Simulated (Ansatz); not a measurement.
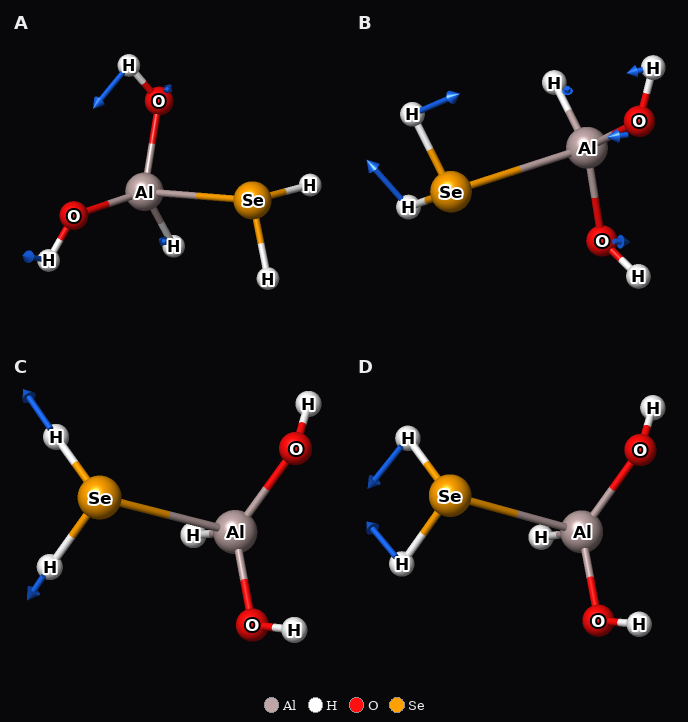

4 normal modes of one molecule or complex, as arrows. Harmonic vibrations computed with RKS PBE0-D4/def2-TZVP (Ansatz 0.2.0) at a stationary point of the same level.

Match the panels to the wavenumbers 60 cm⁻¹, 645 cm⁻¹, 1057 cm⁻¹, 2448 cm⁻¹.

Answer. A: 645 cm⁻¹, Al–O–H bending
B: 60 cm⁻¹
C: 2448 cm⁻¹, in-phase stretching of 2 Se–H bonds
D: 1057 cm⁻¹, H–Se–H bending
